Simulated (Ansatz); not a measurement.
**Fields on a plane of WC (WC type, space group P-6m2)**

```yaml
crystal:
  lattice:
    - [2.91216, 0.00000, 0.00000]
    - [-1.45608, 2.52201, 0.00000]
    - [0.00000, 0.00000, 2.83623]
  atoms:
    - { symbol: W, position: [0.00000, 0.00000, 0.00000] }
    - { symbol: C, position: [0.66667, 0.33333, 0.50000] }
```

The slice is a (-1 1 0 0) plane (indices of the conventional cell) through the point (0.000, 0.000, 0.000) (fractional), spanned by u = [001] and v = [110] in vectors of this cell: u (2.84 Å) and v (2.91 Å, at 90° to u). It covers one period; positions are fractions (u, v).

Atoms on it: W at (0.00, 0.00). Other atoms lie within 1 Å of the plane.

Method: r2SCAN (plane waves to 500 eV, PAW, scalar-relativistic; Ansatz, a first-principles code). k mesh 18×18×16. Inside the PAW spheres the values are not all-electron values, and peaks at nuclei hang on which shells count as valence. Spin-orbit coupling is left out, though W is heavy. WC is run without spin polarisation. WC was relaxed with its symmetry unable to fall.

```
|@@@@@@@@%%##==::..      ..::==##%%@@@@@@|
|@@@@@@@@%%**==::          ::==**%%@@@@@@|
|@@@@@@%%##++--..          ..--++##%%@@@@|
|%%%%%%##++--::..          ..::--++##%%%%|
|##****++--::..              ..::--++****|
|====--::....                  ....::--==|
|::::....        ..........        ....::|
|              ..............            |
|              ..............            |
|              ..............            |
|              ..............            |
|              ..............            |
|::::....        ..........        ....::|
|====--::....                  ....::--==|
|##****++--::..              ..::--++****|
|%%%%%%##++--::..          ..::--++##%%%%|
|@@@@@@%%##++--..          ..--++##%%@@@@|
|@@@@@@@@%%**==::          ::==**%%@@@@@@|
|@@@@@@@@%%##==::..      ..::==##%%@@@@@@|
|%%@@@@@@@@##++::..      ..::++##@@@@@@@@|
```
Scale: ten equal steps from -0.47 (start of ' ') to 0.73 (end of '@'), in the order ' .:-=+*#%@'. Values: log₁₀ of the valence density in e/Å³. The map has 20 points along u (two characters each, u = 0 at the left) and 20 along v (v = 0 in the bottom row). The scale is logarithmic, as a density can span decades between atoms and voids.

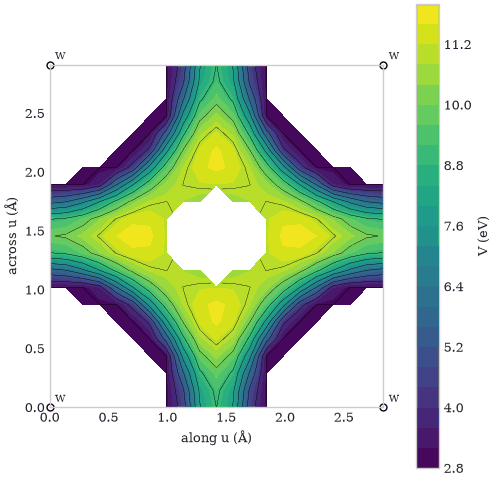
Electrostatic potential energy of an electron, from the cell's mean, in eV, one period of the plane, atoms marked. Points within 0.9 Å of a nucleus are left white, as the pseudised field means little there. Values under 3 eV are set to 3. The zero, the cell's mean, hangs on the PAW cores.
